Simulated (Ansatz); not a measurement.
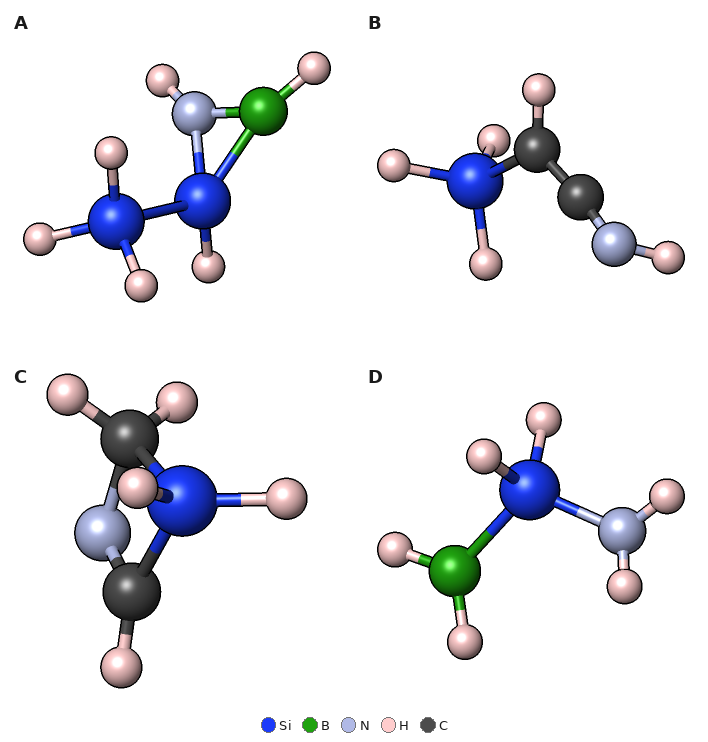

```sh
ansatz run in.yaml --threads 2 --pin off --events-out ev --progress --plain --max-ram 4352MiB
```

```yaml
crystal:
  periodic: [false, false, false]
  atoms:
    - {symbol: Si, position_ang: [-1.417372, 0.853242, -0.806393]}
    - {symbol: Si, position_ang: [-0.140907, -0.742570, 0.318918]}
    - {symbol: B, position_ang: [1.374443, -0.360196, 1.467599]}
    - {symbol: N, position_ang: [1.608966, -0.580698, 0.133379]}
    - {symbol: H, position_ang: [-1.465337, 0.596615, -2.273105]}
    - {symbol: H, position_ang: [-2.813842, 0.837793, -0.290652]}
    - {symbol: H, position_ang: [-0.834516, 2.202891, -0.579717]}
    - {symbol: H, position_ang: [-0.643073, -2.127674, 0.092947]}
    - {symbol: H, position_ang: [2.017774, -0.115951, 2.435061]}
    - {symbol: H, position_ang: [2.396963, -0.614654, -0.495037]}
basis:
  gaussian: {orbitals: def2-TZVPP}
hamiltonian: {xc: pbe}
correlation: {method: rpa}
```

Which panel shows the molecule in this file?

Answer. A. The file holds BH6NSi2, `[SiH3][Si@@H]1BN1`.
